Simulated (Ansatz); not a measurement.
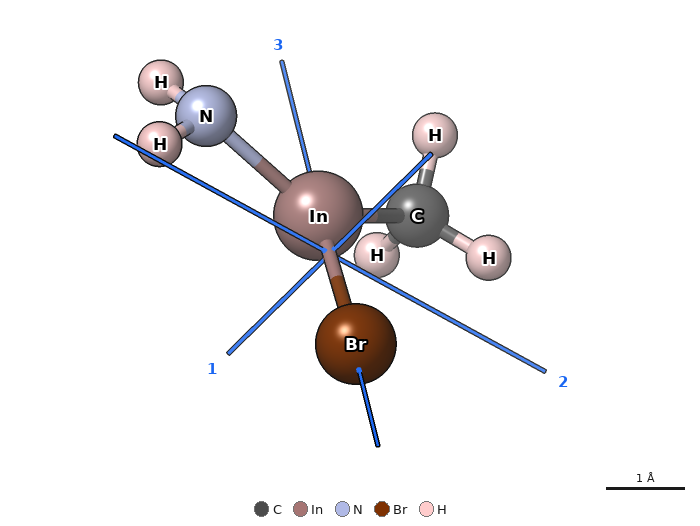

The three principal axes of inertia are drawn and numbered. Atoms fade into the background with distance from the viewer. The computed structure is the end point of a PBE-D4/def2-SVP optimisation. No frequency run is at hand to confirm it as a minimum. Masses are those of the most abundant isotopes; constants are for the rigid equilibrium geometry.

Question: Which line is the a axis (least moment of inertia), which b and which c?

Answer: a is line 3, b is line 2, c is line 1; the moments are 124, 403, 523 u Å².

Question: Classify the rotor and give the rotational constants (cm⁻¹).

Answer: An asymmetric top (C1): A = 0.136, B = 0.0418, C = 0.0322 cm⁻¹. Ray's parameter κ is −0.81, nearer the prolate limit.
